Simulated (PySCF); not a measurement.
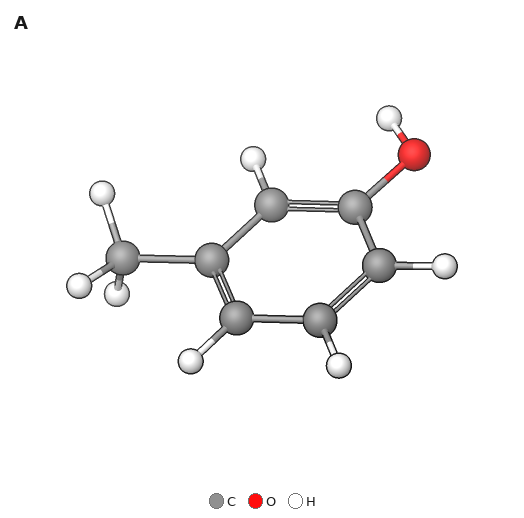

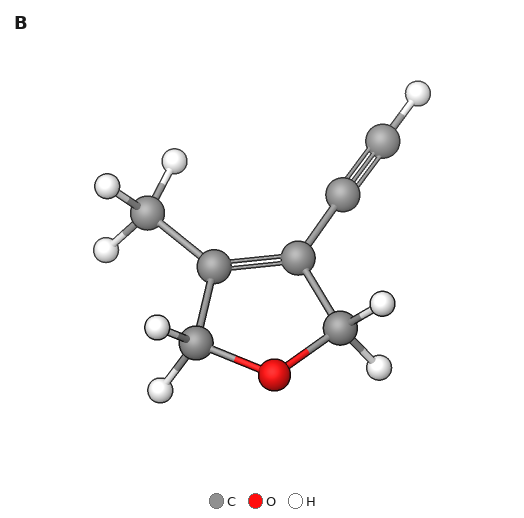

2 stationary structures of one formula. Geometries: PBE0-D3(BJ)/def2-SVP. Electronic energies: PBE0-D3(BJ)/def2-SVP (PySCF 2.14.0), without zero-point energy. No frequency run is at hand to confirm each as a minimum.

> How are they related?

They are constitutional isomers of C7H8O: A `Cc1cccc(O)c1`, B `C#CC1=C(C)COC1`.

> Which structure is the most stable?

A is lowest; B lies 285.6 kJ/mol above it.
